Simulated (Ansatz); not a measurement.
```cif
data_structure
_symmetry_space_group_name_H-M 'P 1'
_symmetry_Int_Tables_number 1
_cell_length_a 6.4128
_cell_length_b 6.4128
_cell_length_c 4.4450
_cell_angle_alpha 90.000
_cell_angle_beta 90.000
_cell_angle_gamma 90.000
_cell_volume 182.80
loop_
_atom_site_label
_atom_site_type_symbol
_atom_site_fract_x
_atom_site_fract_y
_atom_site_fract_z
_atom_site_occupancy
Rb1 Rb 0.00000 0.50000 0.50000 1
Rb2 Rb 0.50000 0.00000 0.50000 1
Hg1 Hg 0.00000 0.00000 0.00000 1
```

Space group P4/mmm; a structure generated by program, which may or may not match a known phase.

The calculation used Ansatz, DFT PBE, scalar-relativistic, plane waves, PAW.

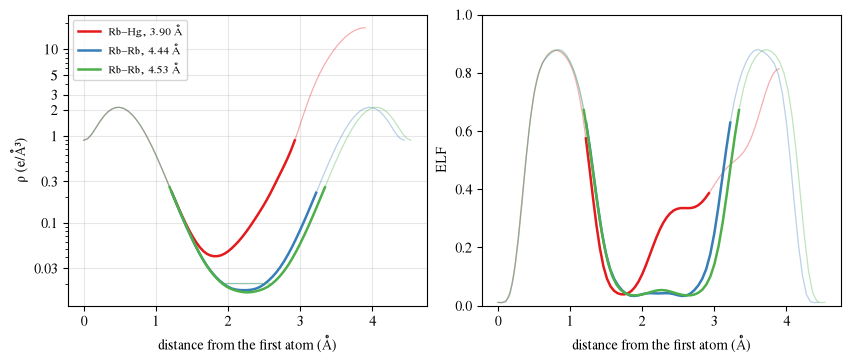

Rb2Hg. Valence pseudo-density and ELF along straight lines between neighbouring atoms. Thin, pale parts lie inside the atomic spheres.

Core electrons are frozen (PAW), and the valence fields are smoothed inside the atomic spheres.

> Compare the contacts.

Rb–Hg (3.90 Å): the density is about 0.04 e/Å³ at the midpoint; the ELF is about 0.10 at the midpoint: no shared electron pair shows on this line.
Rb–Rb (4.44 Å): ρ at the midpoint is about 0.02 e/Å³; the ELF is about 0.05 at the midpoint: no localised pair shows between them.
Rb–Rb (4.53 Å): the density is about 0.02 e/Å³ at the midpoint; the ELF is about 0.05 at the midpoint (no localised pair shows between them).
